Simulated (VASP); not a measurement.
# Ta: Ta into a neighbouring Ta vacancy, part 3 of 5

Aim: the barrier for one hop in Ta: Ta into a neighbouring Ta vacancy.

VASP 6.6.1; PBEsol; plane waves and PAW (Ta).

So far. Step 2 (Relax the host): The run ended after 3 ionic steps, 0.013 eV below its first step, once forces and stress met EDIFFG = -0.02. Step 3 (Relax the start): The run ended after 9 ionic steps, 0.785 eV below its first step, once the forces on the free atoms met EDIFFG = -0.05.

## 4. Relax the end

The end state is relaxed in the same way, so that both ends share their errors.

INCAR

```
SYSTEM = Ta
PREC = Normal
ENCUT = 280
EDIFF = 1E-05
NELM = 120
ISMEAR = 1
SIGMA = 0.15
LREAL = Auto
ALGO = Fast
GGA = PS
NBANDS = 174
LASPH = .TRUE.
LORBIT = 11
LWAVE = .FALSE.
LCHARG = .FALSE.
KPAR = 6
IBRION = 2
NSW = 60
ISIF = 2
EDIFFG = -0.05
POTIM = 0.4
MAXMIX = 40
ISYM = 0
```

POSCAR

```
Ta
1.0
    9.8227434096      0.0000000000      0.0000000000
    0.0000000000      9.8227434096      0.0000000000
    0.0000000000      0.0000000000      9.8227434096
Ta
53
Direct
    0.3333301429      0.0018315991     -0.0004818681
    0.6653852428      0.0004713776      0.0014255727
    0.0013512672      0.3373494697      0.0004258840
   -0.0012062009     -0.0002565051      0.3331857197
    0.0002213992     -0.0000611394      0.0003542105
    0.3299313304      0.3350225334     -0.0011702215
    0.3309446754      0.0012985194      0.3360155290
    0.5010038502      0.1669948017      0.1647685813
    0.6725134393      0.3351256200     -0.0023197077
    0.6650792529      0.0001770977      0.3301677591
    0.8336766802      0.1657319552      0.1691634653
    0.0019590345      0.6611462427      0.0000849103
   -0.0032933111      0.3355926573      0.3336756122
    0.1677832701      0.4978313091      0.1703895172
    0.3374463866      0.6644986959      0.0007590855
   -0.0013709051     -0.0000479905      0.6640897146
    0.1704683450      0.1646933290      0.4993971464
    0.3343543982      0.3320148408      0.3328460714
    0.4988523779      0.4997282618      0.1642833353
    0.6657748831      0.6662454139     -0.0006794965
    0.3334487592     -0.0005967828      0.6682002737
    0.4993419437      0.1663884357      0.4986464447
    0.6655946345      0.3307587108      0.3343896266
    0.8310070626      0.4984813685      0.1673981215
    0.6674863427     -0.0008146701      0.6625552576
    0.8341895366      0.1671951615      0.4971242632
    0.0015684459      0.6652391637      0.3310403117
    0.1668615831      0.8329699513      0.1670792276
   -0.0032694493      0.3370231988      0.6654395989
    0.1635317802      0.5012600190      0.4992775865
    0.3339947748      0.6659751930      0.3332116965
    0.5005004159      0.8318130800      0.1680486423
    0.1657099073      0.1648959045      0.8334901783
    0.3342394779      0.3328669069      0.6649104979
    0.5012619398      0.4964158103      0.4979010668
    0.6667471389      0.6638954258      0.3333903322
    0.8332216270      0.8351632493      0.1648040702
    0.4987255973      0.1673450549      0.8283295101
    0.6729786351      0.3319108168      0.6651806561
    0.8350866673      0.4999188987      0.4963769213
    0.8346098145      0.1684082939      0.8324172017
   -0.0005733640      0.6676561756      0.6648163074
    0.1675592657      0.8337391232      0.4986257757
    0.1638322205      0.4995406460      0.8315508939
    0.3353722957      0.6669600376      0.6682590620
    0.5002741025      0.8338686239      0.4984057429
    0.5013602054      0.5036338082      0.8327027812
    0.6654597238      0.6663452968      0.6656867362
    0.8319050576      0.8336147081      0.4994076654
    0.8362630110      0.5000004106      0.8339928476
    0.1686050699      0.8327209670      0.8362586597
    0.4987117770      0.8316875045      0.8325875803
    0.8330997582      0.8304801218      0.8332618771
```

KPOINTS

```
Automatic mesh
0
Monkhorst-Pack
2 2 2
0 0 0
```

PAW data sets: Ta (PBE family, release 64).

Command:

```
mpirun -np 6 vasp_std
```

What it wrote:

```text
[... set-up lines as in an earlier step ...]
 entering main loop
       N       E                     dE             d eps       ncg     rms          rms(c)
DAV:   1     0.190311960154E+03    0.19031E+03   -0.73443E+04  1392   0.779E+02
DAV:   2    -0.613335752066E+03   -0.80365E+03   -0.76336E+03  1656   0.155E+02
DAV:   3    -0.689298087493E+03   -0.75962E+02   -0.66743E+02  1976   0.386E+01
DAV:   4    -0.693187618294E+03   -0.38895E+01   -0.37576E+01  1976   0.950E+00
DAV:   5    -0.693314607753E+03   -0.12699E+00   -0.12623E+00  2144   0.171E+00    0.112E+02
RMM:   6    -0.675435997089E+03    0.17879E+02   -0.24023E+01  1401   0.763E+00    0.566E+01
RMM:   7    -0.683773533898E+03   -0.83375E+01   -0.61130E+01  1738   0.965E+00    0.210E+01
RMM:   8    -0.664156779439E+03    0.19617E+02   -0.26669E+01  1439   0.670E+00    0.262E+00
RMM:   9    -0.664953261677E+03   -0.79648E+00   -0.99111E+00  1817   0.366E+00    0.231E+00
RMM:  10    -0.664788464002E+03    0.16480E+00   -0.64990E-01  1589   0.123E+00    0.144E+00
RMM:  11    -0.664752407446E+03    0.36057E-01   -0.17347E-01  1678   0.528E-01    0.860E-01
RMM:  12    -0.664747985246E+03    0.44222E-02   -0.10648E-01  1726   0.393E-01    0.402E-01
RMM:  13    -0.664745461483E+03    0.25238E-02   -0.18902E-02  1624   0.188E-01    0.278E-01
RMM:  14    -0.664743688674E+03    0.17728E-02   -0.85711E-03  1743   0.109E-01    0.132E-01
RMM:  15    -0.664743624138E+03    0.64537E-04   -0.34404E-03  1748   0.662E-02    0.835E-02
RMM:  16    -0.664743511115E+03    0.11302E-03   -0.60679E-04  1652   0.330E-02    0.456E-02
RMM:  17    -0.664743493041E+03    0.18073E-04   -0.32525E-04  1814   0.209E-02    0.184E-02
RMM:  18    -0.664743489319E+03    0.37223E-05   -0.47779E-05  1159   0.949E-03
   1 F= -.66474349E+03 E0= -.66474420E+03  d E =-.664743E+03
 curvature:   0.00 expect dE= 0.000E+00 dE for cont linesearch  0.000E+00
 trial: gam= 0.00000 g(F)=  0.349E+00 g(S)=  0.000E+00 ort = 0.000E+00 (trialstep = 0.100E+01)
 search vector abs. value=  0.349E+00
 bond charge predicted
       N       E                     dE             d eps       ncg     rms          rms(c)
DAV:   1    -0.665029908893E+03   -0.28642E+00   -0.25479E+01  1440   0.952E+00    0.149E+00
RMM:   2    -0.665031429839E+03   -0.15209E-02   -0.34653E-01  1444   0.100E+00    0.650E-01
RMM:   3    -0.665032883129E+03   -0.14533E-02   -0.13713E-01  1730   0.473E-01    0.546E-01
RMM:   4    -0.665028522626E+03    0.43605E-02   -0.30031E-02  1636   0.235E-01    0.305E-01
RMM:   5    -0.665028569049E+03   -0.46423E-04   -0.16823E-02  1784   0.151E-01    0.178E-01
RMM:   6    -0.665027974049E+03    0.59500E-03   -0.23779E-03  1492   0.714E-02    0.789E-02
RMM:   7    -0.665028018747E+03   -0.44698E-04   -0.14008E-03  1916   0.430E-02    0.421E-02
RMM:   8    -0.665028020338E+03   -0.15912E-05   -0.20783E-04  1715   0.172E-02    0.243E-02
RMM:   9    -0.665028016242E+03    0.40958E-05   -0.54491E-05  1186   0.957E-03
   2 F= -.66502802E+03 E0= -.66503260E+03  d E =-.284527E+00
[...]
3 F= -.66521496E+03 E0= -.66522628E+03  d E =-.471475E+00
[...]
4 F= -.66536258E+03 E0= -.66538225E+03  d E =-.147620E+00
[...]
5 F= -.66553736E+03 E0= -.66557223E+03  d E =-.322391E+00
[...]
6 F= -.66553813E+03 E0= -.66557367E+03  d E =-.323163E+00
[...]
7 F= -.66557416E+03 E0= -.66561011E+03  d E =-.360320E-01
[...]
8 F= -.66557446E+03 E0= -.66561039E+03  d E =-.363350E-01
 curvature:  -1.17 expect dE=-0.340E-02 dE for cont linesearch -0.677E-09
 trial: gam= 0.04801 g(F)=  0.290E-02 g(S)=  0.000E+00 ort =-0.453E-05 (trialstep = 0.203E+01)
 search vector abs. value=  0.298E-02
 bond charge predicted
       N       E                     dE             d eps       ncg     rms          rms(c)
DAV:   1    -0.665578139654E+03   -0.36805E-02   -0.87055E-01  1440   0.177E+00    0.253E-01
RMM:   2    -0.665578091607E+03    0.48046E-04   -0.94512E-03  1505   0.169E-01    0.103E-01
RMM:   3    -0.665578151969E+03   -0.60362E-04   -0.35206E-03  1771   0.747E-02    0.703E-02
RMM:   4    -0.665578126556E+03    0.25413E-04   -0.64742E-04  1640   0.352E-02    0.400E-02
RMM:   5    -0.665578124028E+03    0.25276E-05   -0.24067E-04  1813   0.191E-02    0.243E-02
RMM:   6    -0.665578122145E+03    0.18832E-05   -0.41687E-05  1090   0.887E-03
   9 F= -.66557812E+03 E0= -.66561380E+03  d E =-.365931E-02
 trial-energy change:   -0.003659  1 .order   -0.003597   -0.005876   -0.001319
 step:   2.5624(harm=  2.6171)  dis= 0.00549  next Energy=  -665.578296 (dE=-0.383E-02)
 reached required accuracy - stopping structural energy minimisation
```

It took 4.4 min on 6 MPI ranks of Intel Xeon 6975P-C (Granite Rapids), shared host; peak memory 2.5 GiB.

Parts of OUTCAR (step 4):

```text
 Found      4 irreducible k-points:

   NELECT =     265.0000    total number of electrons

 E-fermi :   5.6858

 k-point     1 :       0.2500    0.2500    0.2500
  band No.  band energies     occupation
    ...
    129       5.5550      2.01251
    130       5.5927      1.85820
    131       5.5932      1.85505
    132       5.6316      1.56906
    133       5.6487      1.40441
    134       5.7712      0.18808
    135       5.7717      0.18522
    136       5.8444     -0.06021
    137       5.8506     -0.06514
    138       5.8512     -0.06553
    ...

 k-point     2 :      -0.2500    0.2500    0.2500
  band No.  band energies     occupation
    ...
    129       5.5548      2.01290
    130       5.5925      1.85921
    131       5.5929      1.85698
    132       5.6319      1.56658
    133       5.6479      1.41296
    134       5.7709      0.19039
    135       5.7718      0.18426
    136       5.8446     -0.06037
    137       5.8508     -0.06529
    138       5.8511     -0.06546
    ...

  Total       -7.7170354     -7.6990874     -7.7354449      0.0364944      0.0126205     -0.0293447
  in kB      -13.0455584    -13.0152176    -13.0766795      0.0616934      0.0213348     -0.0496068
  external PRESSURE =     -13.0458185 kB  Pullay stress =       0.0000000 kB

 POSITION                                       TOTAL-FORCE (eV/Angst)
 -----------------------------------------------------------------------------------
      3.18917      0.08179      0.07876         0.010568      0.002486     -0.001396
      6.55198      9.79789      9.79471        -0.007483      0.001383     -0.006268
      0.08987      3.18260      0.07958        -0.017420      0.019172     -0.001994
      0.08554      0.08225      3.18322        -0.002645     -0.001239      0.002037
      0.08833      0.08167      0.07974        -0.013654      0.005069     -0.006023
      3.19381      3.18610      0.08002        -0.009437      0.009265     -0.012657
      3.18967      0.08371      3.18182         0.006099     -0.010182      0.006705
      5.00982      1.63423      1.63292        -0.009885      0.004310     -0.010937
      6.54845      3.29544      9.79491         0.007398     -0.003148     -0.004378
      6.55052      9.79735      3.29113        -0.002176      0.001382      0.001549
      8.09112      1.63479      1.63099         0.018206      0.000484      0.002787
      9.80120      6.55087      9.79277         0.004159     -0.024715      0.003798
      0.08795      3.18523      3.18078        -0.013685      0.014867      0.016894
      1.63711      5.00662      1.62794         0.012733     -0.017960      0.019660
      3.29906      6.54780      9.79346         0.000021     -0.009056      0.002111
      9.80233      9.79910      6.54389        -0.008416     -0.008390     -0.007794
      1.63610      1.63424      5.00070         0.014786      0.007171     -0.003371
      3.18959      3.18732      3.18427         0.005807      0.005799     -0.005888
      4.88944      4.88578      1.63182         0.007858      0.005659      0.001848
      6.55131      6.54536      0.02955        -0.006979      0.006978      0.000131
      3.29878      9.79898      6.54095        -0.001855     -0.006895      0.006737
      4.89013      1.63479      4.88005         0.003060      0.007039      0.013123
      6.55280      3.29608      3.29093        -0.018874     -0.006496      0.000054
      8.21374      4.88622      1.62976        -0.017459      0.001805      0.008299
      6.54966      0.03449      6.54284        -0.000967     -0.004511     -0.004634
      8.21022      1.63501      4.88405         0.002590      0.003805     -0.006588
      9.80209      6.54514      3.29331        -0.006024      0.004960     -0.013689
      1.63869      8.08668      1.63288         0.000044      0.014387     -0.006077
      9.80210      3.29581      6.54472        -0.003581     -0.004043     -0.011896
      1.64025      4.88511      4.88275        -0.005868      0.009191     -0.000142
      3.29887      6.54686      3.29007        -0.002012     -0.007742      0.003975
      4.89025      8.20699      1.62834         0.003239     -0.000529      0.017052
      1.64024      1.63536      8.08375        -0.002761     -0.000778      0.012267
      3.29976      3.29420      6.54175        -0.007187      0.004785     -0.001841
      4.89911      4.89750      4.89057        -0.000636     -0.015020      0.003898
      6.55012      6.54704      3.23103         0.001029     -0.005445      0.005858
      8.21002      8.20586      1.63263         0.004837      0.002113     -0.006565
      4.89008      1.63357      8.20370         0.002184      0.011521     -0.007761
[...]
-----------------------------------------------------------------------------------
    total drift:                                0.016927      0.018038      0.018290

  FREE ENERGIE OF THE ION-ELECTRON SYSTEM (eV)
  ---------------------------------------------------
  free  energy   TOTEN  =      -665.5781221450 eV

  energy  without entropy=     -665.6851446100  energy(sigma->0) =     -665.61379630

 total charge
# of ion       s       p       d       tot
------------------------------------------
    1        0.686   0.693   3.323   4.703
    2        0.691   0.716   3.535   4.942
    3        0.686   0.692   3.324   4.702
    4        0.686   0.693   3.324   4.704
    5        0.686   0.694   3.321   4.701
    6        0.686   0.693   3.323   4.702
    7        0.686   0.693   3.323   4.701
    8        0.713   0.762   3.481   4.956
    9        0.691   0.716   3.533   4.940
   10        0.691   0.716   3.534   4.941
   11        0.713   0.761   3.483   4.957
   12        0.691   0.716   3.535   4.942
   13        0.686   0.693   3.322   4.701
   14        0.713   0.762   3.479   4.954
   15        0.691   0.716   3.535   4.942
   16        0.691   0.716   3.536   4.942
   17        0.713   0.762   3.482   4.956
   18        0.686   0.693   3.322   4.700
   19        0.686   0.736   3.448   4.870
   20        0.686   0.753   3.418   4.857
   21        0.691   0.716   3.534   4.941
   22        0.686   0.736   3.448   4.870
   23        0.691   0.716   3.533   4.940
   24        0.686   0.736   3.446   4.868
   25        0.686   0.753   3.419   4.858
   26        0.686   0.737   3.446   4.869
   27        0.691   0.716   3.533   4.940
   28        0.713   0.762   3.484   4.958
   29        0.691   0.716   3.534   4.940
   30        0.686   0.735   3.449   4.870
   31        0.691   0.716   3.534   4.941
   32        0.686   0.736   3.448   4.870
   33        0.713   0.762   3.483   4.958
   34        0.691   0.716   3.532   4.939
   35        0.682   0.735   3.432   4.849
   36        0.686   0.752   3.418   4.857
   37        0.686   0.737   3.449   4.872
[...]
--------------------------------------------------
tot         36.538  38.645 182.669 257.851

[... 6 parts as in an earlier step ...]

[... 4 further parts left out ...]
```

The steps of the relaxation:

```
step  energy less that of the first step (eV)  largest force (eV/Å)
   1                                   0.0000                0.8100
   2                                  -0.2845                0.5712
   3                                  -0.4715                0.4707
   4                                  -0.6191                0.4174
   5                                  -0.7939                0.2077
   6                                  -0.7946                0.2061
   7                                  -0.8307                0.0894
   8                                  -0.8310                0.0832
   9                                  -0.8346                0.0295
```

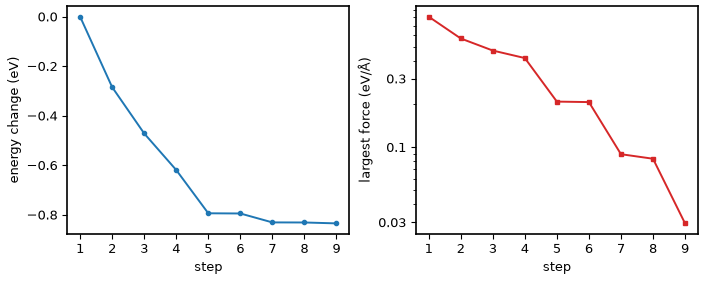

Energy and largest force along the relaxation.

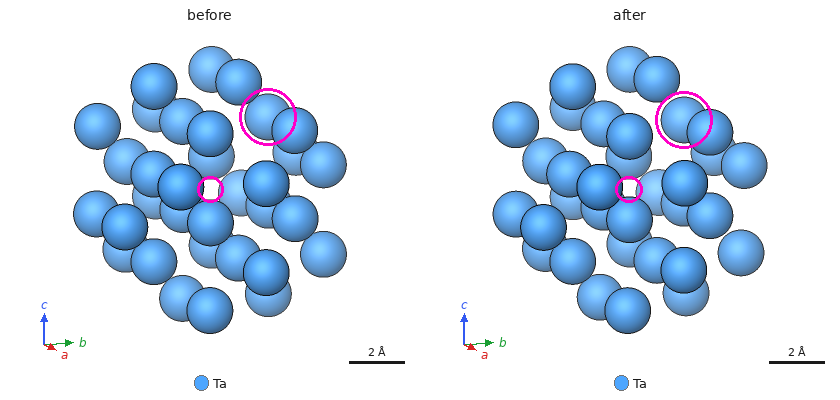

Before and after: the atoms that start within 5 Å of the centre. Ta13, which moves most, is ringed if it is among them. A ring with no atom in it marks the empty centre.

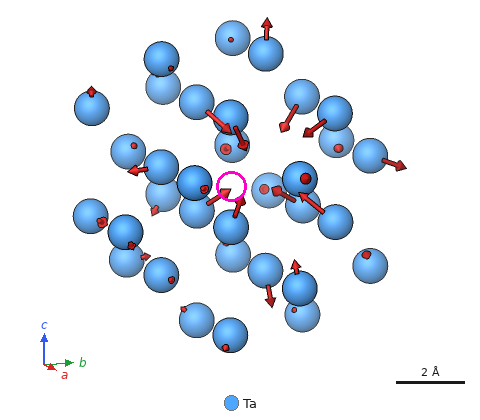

Displacements in the relaxation near the centre, exaggerated; the longest in the cell stands for 0.19 Å. A ring marks the centre wherever it is empty.

The atoms that moved most (Å):

| atom | dx | dy | dz | length |
| --- | --- | --- | --- | --- |
| Ta13 | 0.120 | -0.111 | -0.097 | 0.190 |
| Ta3 | 0.077 | -0.131 | 0.075 | 0.170 |
| Ta4 | 0.097 | 0.085 | -0.090 | 0.157 |
| Ta7 | -0.061 | 0.071 | -0.119 | 0.151 |
| Ta18 | -0.095 | -0.074 | -0.085 | 0.147 |
| Ta6 | -0.047 | -0.105 | 0.092 | 0.147 |
| Ta5 | 0.086 | 0.082 | 0.076 | 0.141 |
| Ta1 | -0.085 | 0.064 | 0.083 | 0.135 |

This step gave:

| Property | Result |
| --- | --- |
| electronic cycles | 78 |
| free energy (TOTEN) | -665.5781 eV |
| energy at zero smearing | -665.6138 eV |

The run ended after 9 ionic steps, 0.835 eV below its first step, once the forces on the free atoms met EDIFFG = -0.05.

[end of part 3 of 5]

[Lines on the potential files, build, host, timing and source positions are cut from VASP's logs without a mark.]

[Logs are printed without paths, hosts, clocks, repeated set-up lines and the standing remarks that a program may print on its own settings, such as how far it seeks lower states.]

[Hosts, paths, dates, database ids (printed as entryN), source tags and the programs' standing remarks are cut or masked in the printed files.]

[Runs that stopped without an error message from VASP are left out.]
